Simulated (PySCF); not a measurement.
Input

```
{"job": {"kind": "uv", "xc": "B3LYP", "basis": "def2-SVPD", "nstates": 8, "ntriplets": 3}, "charge": 0, "multiplicity": 1}
C     -3.421319     0.701438    -1.873622
C     -2.936855     0.276052    -0.858961
Si    -2.187275    -0.375836     0.702234
C     -0.316343    -0.183080     0.567270
C      0.345417     0.331425    -0.465960
Si     2.221926     0.489669    -0.533896
P      2.980123    -0.305638     1.422728
H     -3.847203     1.072918    -2.761680
H     -2.541278    -1.793655     0.844123
H     -2.685843     0.417488     1.833634
H      0.268771    -0.526610     1.418827
H     -0.218855     0.678401    -1.323630
H      2.800446    -0.345305    -1.594317
H      2.602833     1.889423    -0.777195
H      2.650200     0.820426     2.156109
H      4.277656     0.129311     1.232926
```

Command:

```sh
OMP_NUM_THREADS=1 python probes_run.py task.json out
```

Geometry: GFN2-xTB.

Computed with PySCF, B3LYP/def2-SVPD, SCF density, gas phase.

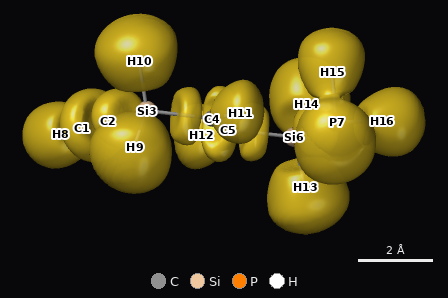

C4H9PSi2 (SMILES C#C[SiH2]/C=C/[SiH2]P). Isosurface of the ELF at 0.75 (yellow), seen from one side. Only the valence region is drawn (cores and ρ < 0.01 e/Å³ removed).

**What do the ELF domains correspond to?**

The surface consists of two regions between bonded C–C atoms (shared pairs), three regions between bonded C–Si atoms (shared pairs), seven regions around hydrogen nuclei and one joined region spread over several atoms (H, P), in which their bonds and any lone pairs are merged.

Values along the shortest contacts:
C–C (1.20 Å): the ELF peaks at about 0.85 between the atoms (a short, multiple covalent bond). C–Si (1.85 Å): the ELF peaks at about 0.95 between the atoms, as expected for localised, covalent bonding.
